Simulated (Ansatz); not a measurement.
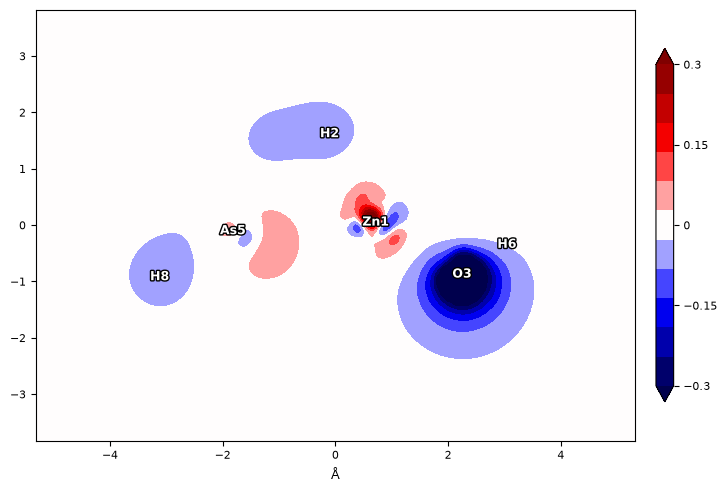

*AsH5OZn. The HOMO−1 on the plane of atoms H2, Zn1 and As5 (values in Å⁻³ᐟ²; the overall sign is arbitrary).*

A transition-state structure; geometry: PBE0-D4/def2-TZVP.

The calculation used Ansatz, RKS PBE0-D4/def2-TZVPP.

Input file:

```
crystal:
  periodic: [false, false, false]
  atoms:
    - {symbol: Zn, position_ang: [-0.773911, -0.589668, -0.115945]}
    - {symbol: H, position_ang: [0.749467, -0.833761, -0.978523]}
    - {symbol: O, position_ang: [-2.454695, -1.142246, 0.198223]}
    - {symbol: H, position_ang: [1.575737, -0.341977, -0.389334]}
    - {symbol: As, position_ang: [1.109470, 0.899868, 0.683582]}
    - {symbol: H, position_ang: [-2.795297, -1.783150, -0.428390]}
    - {symbol: H, position_ang: [0.936596, 1.765392, -0.549246]}
    - {symbol: H, position_ang: [1.652632, 2.025543, 1.579833]}
basis:
  gaussian: {orbitals: def2-TZVPP}
hamiltonian: {xc: pbe0, dispersion: d4}
output: {orbitals: {seedname: orbitals}}
```

Command:

```sh
ansatz run in.yaml --threads 8 --pin off --events-out ev --progress --plain --max-ram 19148MiB
```

> Where does this orbital lie, and at what energy?

Its weight (Hirshfeld) is mainly on O3 (about 80 %), Zn1 (about 10 %) and H6 (about 5 %); largely a lone pair of O3. Its energy is −7.95 eV.
